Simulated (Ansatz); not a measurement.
# How Na3AsBr6 absorbs and reflects light

What colour and refractive index does Na3AsBr6 have at this level of theory?

Calculated with Ansatz 0.2.0; DFT, PBE, plane-wave PAW, default files, scalar-relativistic, independent-particle optical response without local fields.

## 1. Starting point

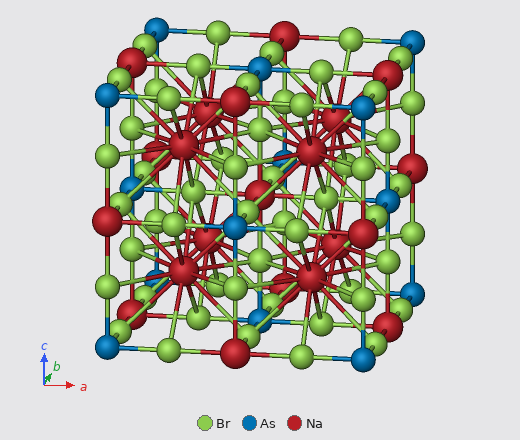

Start, viewed slightly off an axis; bromine green, arsenic blue, sodium red. This picture shows the conventional cell, with its axes. Some periodic images of atoms are drawn too.

Structure file:

```cif
data_structure
_symmetry_space_group_name_H-M 'Fm-3m'
_symmetry_Int_Tables_number 225
_cell_length_a 11.0153
_cell_length_b 11.0153
_cell_length_c 11.0153
_cell_angle_alpha 90.000
_cell_angle_beta 90.000
_cell_angle_gamma 90.000
_cell_volume 1336.55
loop_
_atom_site_label
_atom_site_type_symbol
_atom_site_symmetry_multiplicity
_atom_site_Wyckoff_symbol
_atom_site_fract_x
_atom_site_fract_y
_atom_site_fract_z
_atom_site_occupancy
Br1 Br 24 e 0.00000 0.00000 0.75963 1
As1 As 4 a 0.00000 0.00000 0.00000 1
Na1 Na 4 b 0.50000 0.00000 0.00000 1
Na2 Na 8 c 0.25000 0.75000 0.75000 1
```

## 2. Ground state and bands

The self-consistent density comes first; it also tells whether there is a gap, which decides the occupations and the need for a Drude term.

This step: DFT, PBE, plane-wave PAW, default files, scalar-relativistic, ground state (Ansatz 0.2.0).

input.yaml reads:

```yaml
crystal:
  lattice:
    - [0.0, 5.50764, 5.50764]
    - [5.50764, 0.0, 5.50764]
    - [5.50764, 5.50764, 0.0]
  atoms:
    - { symbol: Br, position: [0.759626, 0.759626, 0.240374] }
    - { symbol: Br, position: [0.759626, 0.240374, 0.759626] }
    - { symbol: Br, position: [0.240374, 0.759626, 0.240374] }
    - { symbol: Br, position: [0.240374, 0.759626, 0.759626] }
    - { symbol: Br, position: [0.240374, 0.240374, 0.759626] }
    - { symbol: Br, position: [0.759626, 0.240374, 0.240374] }
    - { symbol: As, position: [0.0, 0.0, 0.0] }
    - { symbol: Na, position: [0.5, 0.5, 0.5] }
    - { symbol: Na, position: [0.25, 0.25, 0.25] }
    - { symbol: Na, position: [0.75, 0.75, 0.75] }
kpoints:
  mp_grid: { grid: [4, 4, 4] }
  band_path:
    path:
      - [[0.0, 0.0, 0.0], [0.5, 0.0, 0.5], [0.5, 0.25, 0.75], [0.375, 0.375, 0.75], [0.0, 0.0, 0.0], [0.5, 0.5, 0.5], [0.625, 0.25, 0.625], [0.5, 0.25, 0.75], [0.5, 0.5, 0.5], [0.375, 0.375, 0.75]]
      - [[0.625, 0.25, 0.625], [0.5, 0.0, 0.5]]
    npoints: 6
scf:
  occupations: { method: fermi_dirac, width: 0.05 }
  n_extra_bands: 14
hamiltonian:
  xc: pbe
  pseudopotentials: { kind: paw }
output:
  forces: true
  stress: true
  populations: true
  write_bands: true
```

On the command line:

```console
ansatz run input.yaml --threads 4 --pin off --max-ram 8192MiB --backend cpu --events-out ev --progress --plain --runs-dir out
```

Numbers of over 12 decimals in the logs are rounded to 6 here.

Output:

```text
scf.n_extra_bands = 14 over 42 filled bands (N_el = 84.0): the run solves 56 bands
Engine: ansatz 0.2.0, aarch64-unknown-linux-gnu
Pseudopotentials: kind: paw
Pseudopotential: Br, paw, valence charge 7, recommended cutoff 420 eV (normal), Br.paw.azcp
Pseudopotential: As, paw, valence charge 15, recommended cutoff 420 eV (normal), As.paw.azcp
Pseudopotential: Na, paw, valence charge 9, recommended cutoff 420 eV (normal), Na.paw.azcp
Functional definition: PBE
  parameter kappa = 0.804
  parameter beta = 0.066725
  exchange = pbe_x(kappa = kappa, mu = beta*pi^2/3)
  correlation = pbe_c(beta = beta)
Crystal: 10 atoms, lattice volume = 334.139 Å³
Basis set: ecut = 420 eV, 6423 PW (Γ), exchange–correlation on 108×108×108 points (8 copies of the dense FFT grid, shifted against one another)
Bands: 56, of which v1, the nominal top of the filled ones, is band 42 counted from 1 (41 counted from 0)
Symmetry: 48 space group operations
Space group: Fm-3m (ITA 225), of the structure as read, at distance tolerance 6.9e-5 Å
k-points: 8 of 64
Non-local potential: Br, projectors of the file, l = 0: 2, l = 1: 2, l = 2: 2
Non-local potential: As, projectors of the file, l = 0: 2, l = 1: 2, l = 2: 3, l = 3: 1
Non-local potential: Na, projectors of the file, l = 0: 3, l = 1: 2, l = 2: 1
PAW form: soft (Blöchl's): semilocal exchange-correlation on the pseudo side does not see the compensation charge
PAW one-centre angular grid: Br, 110 points (default); XC on 64 Gauss nodes
PAW one-centre angular grid: As, 590 points (default); XC on 64 Gauss nodes
PAW one-centre angular grid: Na, 110 points (default); XC on 64 Gauss nodes
Initial density: superposition of atomic densities (neutral atoms: chi_scale 0, normalization atom), corrected by the library's trained network
Initial wavefunctions: pseudopotential atomic-orbital guess
Functional: x = pbe(κ = 0.804, μ = 0.219515), c = pbe(β = 0.066725)
SCF iter   1: F=—  HF=-26024.141473 eV  |F-HF|=—  |Δ(HF+E_count)|=         —  Δρ=6.43e-4  dr2=3.25e-3  ethr=1.77e-3  ⟨swp⟩=9.6  Hψ=2128  notcnv=0  defer=9
preconditioner: auto → Resta (q_TF=auto, 2.167 Å⁻¹)  ε∞=2.8  [insulator: Δε(μ)=2.490 eV  Ē_g=10.690 eV  σ=0.050 eV  W_gap=1.00  n_scr=58 (ndim 8)  ℏωp=14.4 eV  f_vac=0.163  D(μ)=0.00/eV (n_scr^D=0)  ε∞_Penn≈2.8]
SCF iter   2: F=—  HF=-26024.142060 eV  |F-HF|=—  |Δ(HF+E_count)|=   5.86e-4  Δρ=3.85e-4  dr2=1.12e-3  ethr=3.87e-6  ⟨swp⟩=3.0  Hψ=957  notcnv=0  defer=20
SCF iter   3: F=—  HF=-26024.142155 eV  |F-HF|=—  |Δ(HF+E_count)|=   9.56e-5  Δρ=2.03e-4  dr2=3.22e-4  ethr=1.33e-6  ⟨swp⟩=2.1  Hψ=500  notcnv=0  defer=20
SCF iter   4: F=—  HF=-26024.142232 eV  |F-HF|=—  |Δ(HF+E_count)|=   7.62e-5  Δρ=7.48e-5  dr2=2.61e-5  ethr=3.83e-7  ⟨swp⟩=2.0  Hψ=524  notcnv=0  defer=20
SCF iter   5: F=—  HF=-26024.142117 eV  |F-HF|=—  |Δ(HF+E_count)|=   1.14e-4  Δρ=2.87e-5  dr2=5.77e-6  ethr=3.11e-8  ⟨swp⟩=2.0  Hψ=682  notcnv=0  defer=20
SCF iter   6: F=—  HF=-26024.142117 eV  |F-HF|=—  |Δ(HF+E_count)|=   6.18e-7  Δρ=7.99e-6  dr2=3.05e-7  ethr=6.87e-9  ⟨swp⟩=2.0  Hψ=682  notcnv=0  defer=20
SCF iter   7: F=-26024.142116 eV  HF=-26024.142116 eV  |F-HF|=9.97e-10  |Δ(HF+E_count)|=   9.09e-8  Δρ=1.76e-6  dr2=1.14e-8  ethr=1.19e-10  ⟨swp⟩=13.1  Hψ=2371  notcnv=0
SCF 1 converged in 7 iterations: F = -26024.142116 eV  dr2 = 1.14e-8
  greatest PAW one-centre occupation: 1.000 electrons in one spin orbital (limit 2), on the As atom at site 6 (counted from 0), in its partial waves of l = 2
NSCF: frozen V_eff on 62 k-points
SCF converged after 7 iterations
Free energy (F): -26024.142116 eV
Harris-Foulkes:  -26024.142116 eV  (|F-HF|=9.97e-10)
Internal energy: -26024.142116 eV  (E = F + TS)
E sigma→0 (E₀):  -26024.142116 eV
Fermi energy:    2.621728 eV
--- Per-component energies (eV) ---
  E_band       = -1205.462539
  E_kinetic    = 1260.851500
  E_local      = -8534.711490  (includes V_loc(G=0)·N_el)
  E_nonlocal   = 95.323799
  E_hartree    = 3388.315342
  E_xc         = -1781.713015
  E_vxc        = -848.732968  (∫ρ·V_xc dr)
  E_paw        = -16102.938230  (= ΣΔE_a)
  E_vpaw       = 45.180025  (= ΣTr[D̂ρ^β])
  E_aug_tail   = -0.000132  (compensation charges beyond the density's cutoff)
  E_ewald      = -4349.269891
  E_smearing   = -0.000000  (= −TS)
  E_closure    = -0.000000  (closes the sum)
  Σ components = -26024.142116   (vs F -26024.142116, Δ=0.00e0)
--- Forces (eV/Å), atoms counted from 1 ---
  atom   1  Br    -0.00000000     0.00000000     0.00242174
  atom   2  Br    -0.00000000     0.00242174     0.00000000
  atom   3  Br     0.00000000    -0.00242174    -0.00000000
  atom   4  Br     0.00242174     0.00000000     0.00000000
  atom   5  Br     0.00000000     0.00000000    -0.00242174
  atom   6  Br    -0.00242174    -0.00000000     0.00000000
  atom   7  As     0.00000000     0.00000000     0.00000000
  atom   8  Na     0.00000000    -0.00000000    -0.00000000
  atom   9  Na     0.00000000     0.00000000     0.00000000
  atom  10  Na    -0.00000000     0.00000000    -0.00000000
  max |Σ_I F_I| component: 2.35e-18 eV/Å
--- Stress (GPa, compression-positive) ---
       -0.089180       0.000000      -0.000000
        0.000000      -0.089180       0.000000
       -0.000000       0.000000      -0.089180
  P = ⅓ Tr σ = -0.0892 GPa (-0.892 kbar)
--- Band table (eV; the first three rows and the last of 8) ---
  k-point 0: bands = [... 38 lower, 0.6182, 1.2317, 1.2317, 1.2317, 4.4216, 4.4499, 4.4499, 4.4499, ... 10 higher]
  k-point 1: bands = [... 38 lower, 0.8515, 1.0756, 1.0756, 1.1305, 4.1457, 4.7875, 4.7875, 4.8845, ... 10 higher]
  k-point 2: bands = [... 38 lower, 0.9229, 0.9229, 0.9645, 1.1322, 3.8312, 5.1112, 5.1112, 5.6434, ... 10 higher]
  k-point 7: bands = [... 38 lower, 0.4843, 0.9402, 0.9402, 1.3512, 4.6770, 4.8675, 4.8675, 6.1706, ... 10 higher]
--- Löwdin populations: 10 sites ---
  site symbol       q [e]
     0     Br      7.4152
     1     Br      7.4152
     2     Br      7.4152
     3     Br      7.4152
     4     Br      7.4152
     5     Br      7.4152
     6     As     14.4024
     7     Na      8.3861
     8     Na      8.2319
     9     Na      8.2319
  spilling = 0.003054 (of n_electrons = 84.000000)
```

It took 10 s on 4 threads of Arm Neoverse V1, shared host; peak memory 1.1 GiB.

In the SCF lines HF is the Harris–Foulkes energy and dr2 the Hartree energy of the density residual, in eV; the loop may stop once dr2 is under the threshold and the program's other checks hold. Hψ counts applications of the Hamiltonian.

This step gave:

```
free energy                  : -26024.1421 eV
Fermi energy                 : 2.622 eV
gap by band count            : 2.480 eV
electrons                    : 84
symmetry operations          : 48
pressure                     : -0.08918 GPa
gap on the k-mesh            : 2.480 eV
volume                       : 334.1 Å³
gap on the path              : 2.480 eV
least direct gap on the path : 2.699 eV
```

There is a gap, 2.48 eV on the path, so no carriers' term is needed. The cell is left with a pressure of -0.1 GPa, as it stands unrelaxed at this level.

Electronic bands along the path, in eV, zero at the Fermi level; v1 is the highest filled band, c1 the lowest empty one:

| point | v4 | v3 | v2 | v1 | c1 | c2 | c3 | c4 |
| --- | --- | --- | --- | --- | --- | --- | --- | --- |
| Γ | -2.00 | -1.39 | -1.39 | -1.39 | 1.80 | 1.83 | 1.83 | 1.83 |
| X | -2.00 | -2.00 | -1.40 | -1.29 | 2.15 | 2.15 | 2.31 | 3.51 |
| W | -2.14 | -1.68 | -1.68 | -1.27 | 2.06 | 2.25 | 2.25 | 3.55 |
| K | -1.94 | -1.89 | -1.53 | -1.29 | 1.90 | 2.28 | 2.35 | 3.50 |
| Γ | -2.00 | -1.39 | -1.39 | -1.39 | 1.80 | 1.83 | 1.83 | 1.83 |
| L | -1.70 | -1.70 | -1.66 | -1.49 | 1.21 | 2.49 | 2.49 | 3.02 |
| U | -1.94 | -1.89 | -1.53 | -1.29 | 1.90 | 2.28 | 2.35 | 3.50 |
| W | -2.14 | -1.68 | -1.68 | -1.27 | 2.06 | 2.25 | 2.25 | 3.55 |
| L | -1.70 | -1.70 | -1.66 | -1.49 | 1.21 | 2.49 | 2.49 | 3.02 |
| K | -1.94 | -1.89 | -1.53 | -1.29 | 1.90 | 2.28 | 2.35 | 3.50 |
| jump to U | -1.94 | -1.89 | -1.53 | -1.29 | 1.90 | 2.28 | 2.35 | 3.50 |
| X | -2.00 | -2.00 | -1.40 | -1.29 | 2.15 | 2.15 | 2.31 | 3.51 |

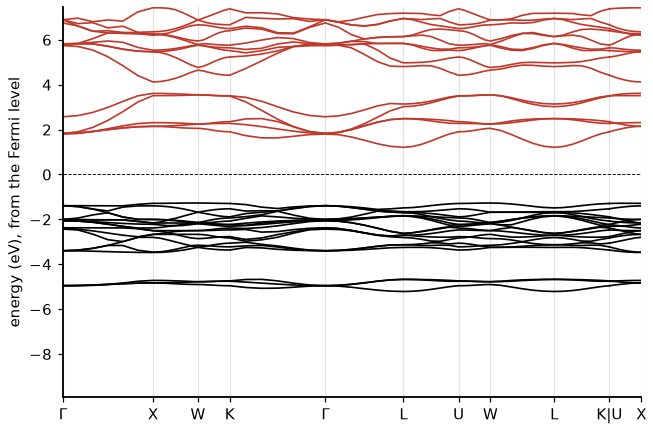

Electronic bands along the path; lines of filled and empty bands in two colours.

## 3. Spectrum

The spectrum is a sum over vertical transitions between filled and empty bands at the fixed density, so many empty bands are needed.

This step: DFT, PBE, plane-wave PAW, default files, scalar-relativistic, independent-particle optical response without local fields (Ansatz 0.2.0).

input.yaml, the sections that differ from step 2:

```yaml
kpoints:
  mp_grid: { grid: [4, 4, 4] }
scf:
  occupations: { method: fixed }
output:
  optics:
    e_range: [0, 14]
    de: 0.05
    sigma: 0.15
    nscf_kmesh: { grid: [4, 4, 4] }
    bands: { spectra_wanted_up_to: 14 }
# crystal, hamiltonian: as in step 2
```

Output:

```text
[...]
Crystal: 10 atoms, lattice volume = 334.139 Å³
Basis set: ecut = 420 eV, 6423 PW (Γ)
Bands: 52, of which v1, the nominal top of the filled ones, is band 42 counted from 1 (41 counted from 0)
Symmetry: 48 space group operations
[...]
k-points: 8 of 64
[...]
SCF iter   1: F=—  HF=-26024.143307 eV  |F-HF|=—  |Δ(HF+E_count)|=         —  Δρ=6.46e-4  dr2=3.26e-3  ethr=1.77e-3  ⟨swp⟩=5.4  Hψ=1447  notcnv=0  defer=55
[...]
SCF iter  10: F=-26024.142378 eV  HF=-26024.142378 eV  |F-HF|=1.82e-11  |Δ(HF+E_count)|=  5.09e-11  Δρ=6.64e-8  dr2=7.41e-12  ethr=1.00e-12  ⟨swp⟩=15.6  Hψ=2267  notcnv=0
SCF 1 converged in 10 iterations: F = -26024.142378 eV  dr2 = 7.41e-12
[...]
NSCF: frozen V_eff on 8 k-points
[...]
output.optics: what the bands over the 127 summed would add to eps1, eps2 and the energy-loss function is held between a lower and an upper bound (7 Lanczos steps). eps1, eps2 and their loss function (loss_summed_bands) are given on every row as the summed bands alone make them. Along an axis, on a row where the two bounds hold the loss function to about 1 % of the greater of itself and 0.5 % of |1/eps|, its cell (loss_completed) is given, with the completed eps1 and eps2 that it is formed of (a cell that is left empty reads nan in the table and null in the record). The two bounds hold it so along every axis on all 281 rows up to 14.000 eV. [rest of the remark cut]
SCF converged after 10 iterations
Free energy (F): -26024.142378 eV
[...]
Internal energy: -26024.142378 eV  (E = F + TS)
E sigma→0 (E₀):  -26024.142378 eV
Fermi energy:    1.351213 eV
[...]
--- Band table (eV; the first three rows and the last of 8) ---
  k-point 0: bands = [... 38 lower, 0.6182, 1.2317, 1.2317, 1.2317, 4.4215, 4.4500, 4.4500, 4.4500, ... 6 higher]
  k-point 1: bands = [... 38 lower, 0.8515, 1.0756, 1.0756, 1.1306, 4.1458, 4.7875, 4.7875, 4.8844, ... 6 higher]
  k-point 2: bands = [... 38 lower, 0.9229, 0.9229, 0.9645, 1.1323, 3.8313, 5.1113, 5.1113, 5.6433, ... 6 higher]
  k-point 7: bands = [... 38 lower, 0.4843, 0.9402, 0.9402, 1.3512, 4.6771, 4.8676, 4.8676, 6.1705, ... 6 higher]
```

Elapsed: 48 s, on 4 threads; peak memory 1.6 GiB; 3 min of CPU time.

Read-outs, printed or worked out from the files:

* electronic dielectric constant ε∞, mean over x, y and z (by symmetry where fewer were run): 4.531
* absorption onset, first axis (α over 10⁴ cm⁻¹, or the direct gap if that lies higher): 2.699 eV
* main peak of Im epsilon, first axis: 4.545 eV
* photocurrent from vertical transitions in a film 500 nm thick on a perfect mirror (two passes), AM1.5G, no front reflection, all carriers collected: 3.994 mA/cm²
* least direct gap on the mesh: 2.699 eV
* bands summed: 127
* spectra valid up to: 21.42 eV
* program's estimate of the k-sum error in Im epsilon: 0.11 %
* electrons in the f-sum: 49.13

The Im ε, any direction has structure finer than the step of the table below, so its rows give means over 1 eV, whole bins alone (the curve runs from 0 to 14 eV). Peaks (eV: height): 3.6: 6.15, 4.5: 6.70, 8.4: 3.93.

Im ε, any direction against photon energy; means over each step:

| photon energy (eV) | Im ε, any direction |
| --- | --- |
| 1 | 0 |
| 2 | 0.00114 |
| 3 | 2.96 |
| 4 | 5.43 |
| 5 | 4.56 |
| 6 | 1.38 |
| 7 | 1.91 |
| 8 | 3.38 |
| 9 | 3.14 |
| 10 | 2.59 |
| 11 | 1.74 |
| 12 | 2.03 |
| 13 | 1.40 |

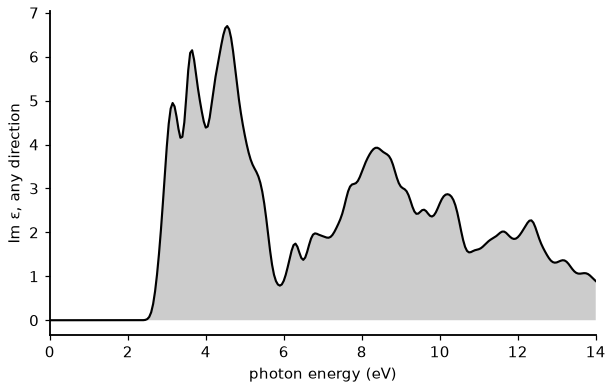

Im ε, any direction against photon energy.

The Re ε, any direction by photon energy:

| photon energy (eV) | Re ε, any direction |
| --- | --- |
| 0 | 4.53 |
| 1 | 4.70 |
| 2 | 5.46 |
| 3 | 8.40 |
| 4 | 3.92 |
| 5 | 0.0403 |
| 6 | 1.65 |
| 7 | 2.28 |
| 8 | 2.48 |
| 9 | 0.370 |
| 10 | 0.681 |
| 11 | 0.341 |
| 12 | 0.317 |
| 13 | -0.231 |
| 14 | -0.204 |

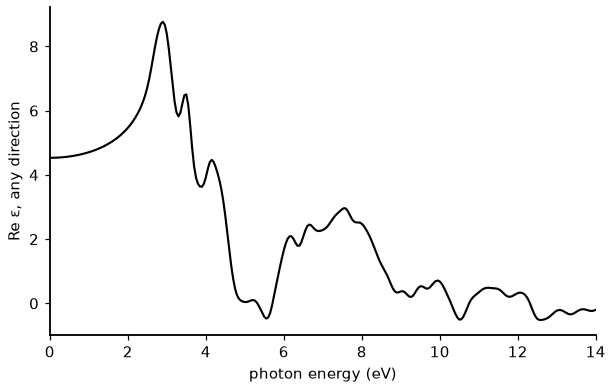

Re ε, any direction against photon energy.

Refractive index n and extinction k against photon energy:

| photon energy (eV) | n | k |
| --- | --- | --- |
| 0 | 2.13 | 0 |
| 1 | 2.17 | 0 |
| 2 | 2.34 | 0 |
| 3 | 2.97 | 0.664 |
| 4 | 2.21 | 0.991 |
| 5 | 1.46 | 1.44 |
| 6 | 1.33 | 0.338 |
| 7 | 1.62 | 0.590 |
| 8 | 1.83 | 0.924 |
| 9 | 1.31 | 1.16 |
| 10 | 1.31 | 1.02 |
| 11 | 0.998 | 0.810 |
| 12 | 1.06 | 0.894 |
| 13 | 0.743 | 0.885 |
| 14 | 0.597 | 0.748 |

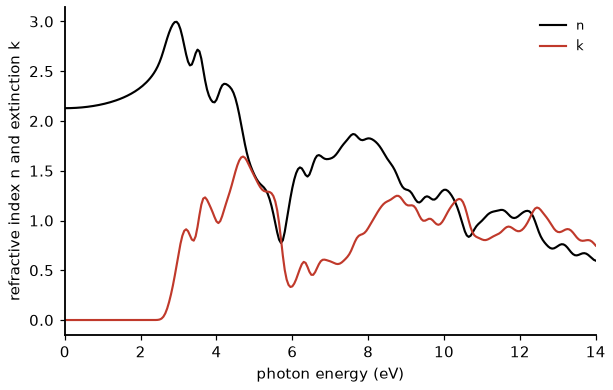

Refractive index n and extinction k against photon energy.

The loss function −Im 1/ε at q → 0, any direction has structure finer than the step of the table below, so its rows give means over 1 eV, whole bins alone (the curve runs from 0 to 14 eV). Peaks (eV: height): 5.8: 0.923, 10.8: 0.648.

The loss function −Im 1/ε at q → 0, any direction by energy loss; means over each step:

| energy loss (eV) | loss function −Im 1/ε at q → 0, any direction |
| --- | --- |
| 2 | 2.6e-5 |
| 3 | 0.0444 |
| 4 | 0.115 |
| 5 | 0.234 |
| 6 | 0.407 |
| 7 | 0.197 |
| 8 | 0.196 |
| 9 | 0.319 |
| 10 | 0.373 |
| 11 | 0.556 |
| 12 | 0.485 |
| 13 | 0.683 |

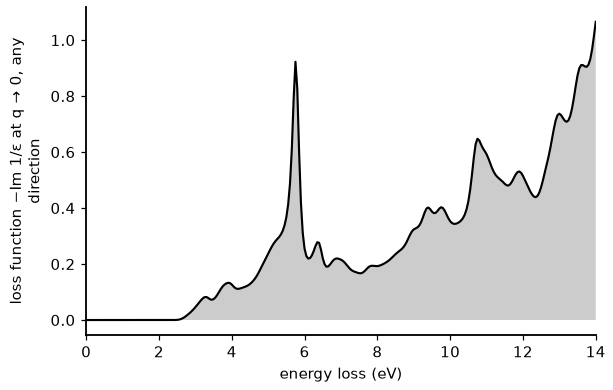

Loss function −Im 1/ε at q → 0, any direction against energy loss.

Values under 1 per cm are given as 1. Absorption coefficient, any direction against photon energy:

| photon energy (eV) | absorption coefficient, any direction (1/cm) |
| --- | --- |
| 0.00 | 1 |
| 1.00 | 1 |
| 2.00 | 1 |
| 3.00 | 2.0e5 |
| 4.00 | 4.0e5 |
| 5.00 | 7.3e5 |
| 6.00 | 2.1e5 |
| 7.00 | 4.2e5 |
| 8.00 | 7.5e5 |
| 9.00 | 1.1e6 |
| 10.00 | 1.0e6 |
| 11.00 | 9.0e5 |
| 12.00 | 1.1e6 |
| 13.00 | 1.2e6 |
| 14.00 | 1.1e6 |

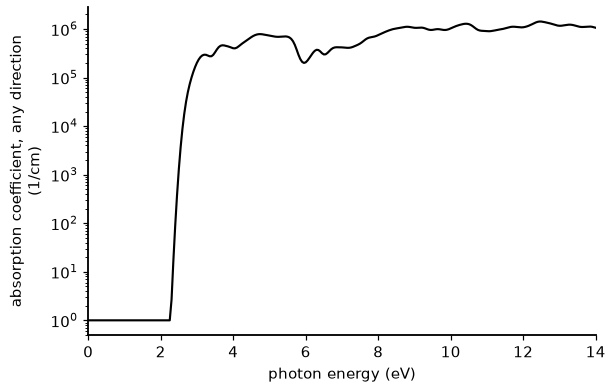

Absorption coefficient, any direction against photon energy.

At chosen wavelengths:

| wavelength (nm) | n | k | R (%) | 1/α |
| --- | --- | --- | --- | --- |
| 1064 | 2.18 | 0.000 | 13.8 | over 1 mm |
| 800 | 2.24 | 0.000 | 14.6 | over 1 mm |
| 450 | 2.89 | 0.188 | 23.8 | 190 nm |
| 365 | 2.61 | 0.798 | 23.7 | 36 nm |
| 308 | 2.24 | 0.982 | 21.8 | 25 nm |
| 248 | 1.46 | 1.445 | 28.3 | 14 nm |
| 193 | 1.45 | 0.511 | 7.4 | 30 nm |

Rows near the edge hang on the gap, which this functional as a rule makes too small, and phonon-assisted absorption is left out.

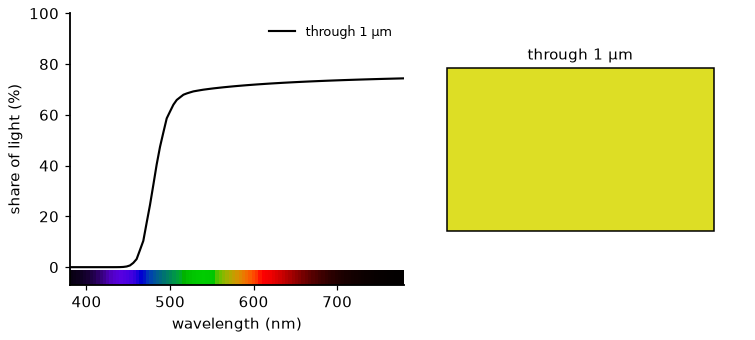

Light through 1 µm across the visible range, with the colour that it makes of daylight (sRGB).

A film 1 µm thick would pass 68 % of daylight and look yellow in transmission (x = 0.414, y = 0.499). A larger true gap would move the edge to shorter wavelengths and change the colour.

The f-sum over the summed bands holds 49.1 of the cell's 84 electrons outside the frozen cores, 46 of which lie in bands more than 12 eV below the Fermi level, whose transitions come at higher energies. Up to 14 eV the strength has a mean oscillator energy of 6.6 eV, well above the main peak, so higher transitions carry much of it.

(Continued in part 2 of 2.)

[Logs are printed without paths, hosts, clocks, repeated set-up lines and the standing remarks that a program may print on its own settings, such as how far it seeks lower states.]

[Hosts, paths, dates, database ids (printed as entryN), source tags and the programs' standing remarks are cut or masked in the printed files.]
